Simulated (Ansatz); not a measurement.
# CH₂BGaN (SMILES [CH2][B][N][Ga]) (doublet): what the fields show

Input

```
basis:
  gaussian: {orbitals: def2-TZVPD}
crystal:
  periodic: [false, false, false]
  atoms:
    - {symbol: C, position_ang: [-1.688629, 0.730775, -0.674128]}
    - {symbol: B, position_ang: [-2.035265, 0.405815, 0.735937]}
    - {symbol: Ga, position_ang: [-2.772850, -0.289434, 3.766633]}
    - {symbol: "N", position_ang: [-2.335268, 0.124038, 1.958599]}
    - {symbol: H, position_ang: [-0.668028, 0.611372, -1.071057]}
    - {symbol: H, position_ang: [-2.434933, 1.107085, -1.391652]}
magnetization: {spin_polarized: true, initial_magnetization: 1}
hamiltonian: {xc: {name: PBE0}}
output: {forces: true, orbitals: {seedname: orbitals}}
```

Command:

```sh
ansatz run input.yaml --threads 2 --pin off --max-ram 4350MiB --events-out events.jsonl --progress --plain --runs-dir runs
```

Geometry: BLYP-D3(BJ)/def2-SVP.

These are results of Ansatz, isolated molecule in a Gaussian basis; Kohn-Sham density functional theory, functional PBE0, not measurements.

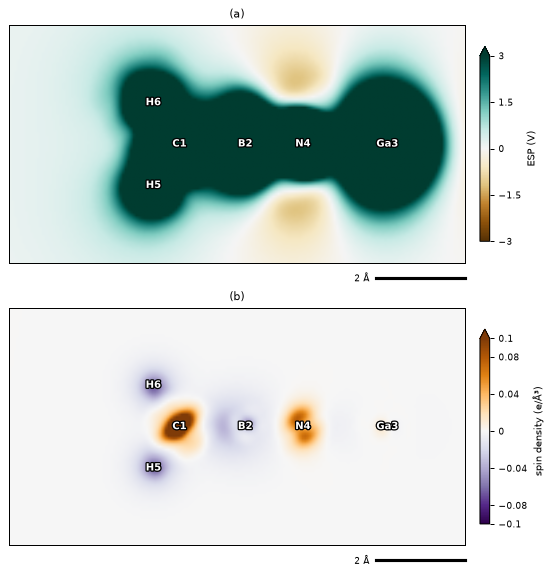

Figure 1. (a) molecular electrostatic potential; (b) spin density on the molecular plane.

### What does the map show?

- Atoms in the plane: C, B, Ga, N and H.
- The unpaired spin (1 electron) lies mostly on C1 (about 0.7) and N4 (about 0.2), in electrons by Hirshfeld's partition.
- Outside the dense part of the molecule the potential is most negative (−1.2 V) near N4.

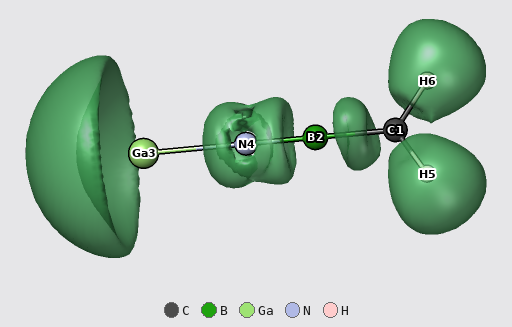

Figure 2. Isosurface of the ELF at 0.8 (green), seen at a tilt. Core shells and regions of very low density are left out.

### Where are the electrons localised?

The surface consists of one region between bonded B–C atoms (shared pairs), two regions around hydrogen nuclei, one region on N in which the atom's valence shell and bonds are merged and one lobe on Ga, pointing away from the bonds (non-bonding electrons). Profiles from the grid: B–N (1.29 Å): the ELF peaks at about 0.90 between the atoms (a polar covalent bond). C–B (1.49 Å): the ELF peaks at about 0.95 between the atoms, as expected for localised, covalent bonding.

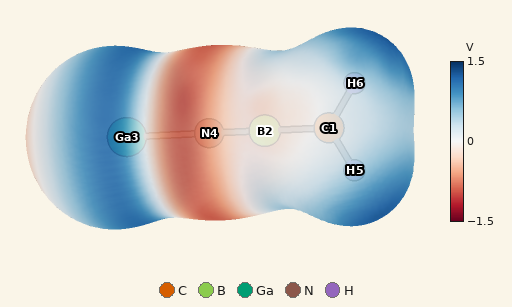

Figure 3. The molecular electrostatic potential painted on the density surface at 0.002 e/bohr³, seen at a tilt; the colour scale runs from red (negative) to blue (positive).

### Which sites attract a positive test charge, and which a negative one?

A positive charge is drawn to the negative regions and a negative charge to the positive ones. The most negative region (about −0.9 V, or −21 kcal/mol for a unit charge) lies over N4, the most positive (about +1.2 V, or +28 kcal/mol for a unit charge) over H5 and H6.
